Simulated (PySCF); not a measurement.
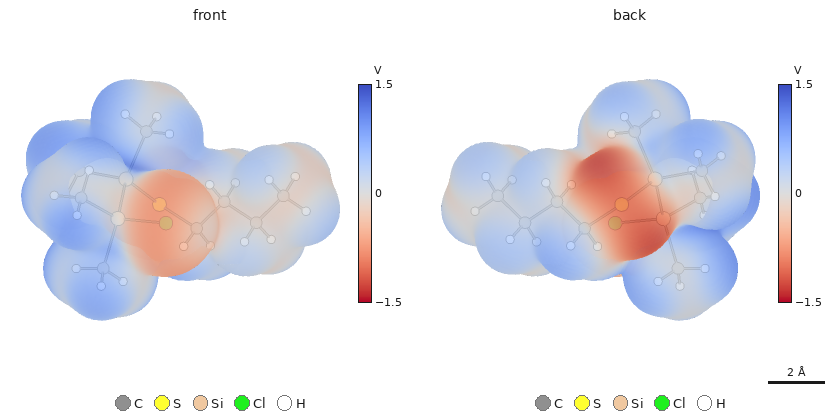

Figure. C₈H₂₁ClSSi₂ (SMILES CCCCS[Si](C)(C)[Si](C)(C)Cl). The molecular electrostatic potential painted on the density surface at 0.002 e/bohr³, seen from the front and from behind; the colour scale runs from red (negative) to blue (positive).

Geometry: GFN2-xTB.

The calculation used WP04/6-31G*, SCF density, gas phase, non-relativistic in PySCF 2.14.0.

Input file:

```
{"job": {"xc": "WP04", "basis": "6-31G*", "kind": "nmr", "pop": true}, "charge": 0, "multiplicity": 1}
C      4.033341    -1.210463     1.149497
C      2.909705    -1.822939     0.323009
C      2.183726    -0.763625    -0.503538
C      1.040805    -1.369522    -1.296732
S      0.209296    -0.162010    -2.386058
Si    -0.838510     1.135888    -0.984926
C     -2.173629     1.939322    -2.080738
C      0.331411     2.526219    -0.378090
Si    -1.832975    -0.036740     0.784682
C     -2.985973     1.127503     1.760414
C     -2.836861    -1.566204     0.234914
Cl    -0.436882    -0.710089     2.136100
H      4.547859    -1.977537     1.723225
H      3.634320    -0.473535     1.842902
H      4.758313    -0.718549     0.504501
H      2.192247    -2.307189     0.989036
H      3.317929    -2.587280    -0.342036
H      2.883894    -0.283577    -1.190680
H      1.790016     0.001799     0.167687
H      0.291493    -1.802316    -0.634214
H      1.406873    -2.143639    -1.971230
H     -2.874134     1.204155    -2.463967
H     -1.723854     2.433721    -2.936079
H     -2.737147     2.681802    -1.525083
H      0.973038     2.199646     0.435945
H      0.974375     2.879149    -1.180846
H     -0.242346     3.375324    -0.017631
H     -2.442285     1.980109     2.156808
H     -3.448126     0.617382     2.601161
H     -3.781982     1.509961     1.129618
H     -3.236611    -2.110532     1.087174
H     -2.230459    -2.260907    -0.339978
H     -3.673802    -1.273508    -0.391764
```

Command:

```sh
OMP_NUM_THREADS=1 python ens_run.py task.json out
```

> Which sites attract a positive test charge, and which a negative one?

A positive charge is drawn to the negative regions and a negative charge to the positive ones. The most negative region (about −1.2 V) lies over S5, the most positive (about +1.2 V) over Si6 and Si9.
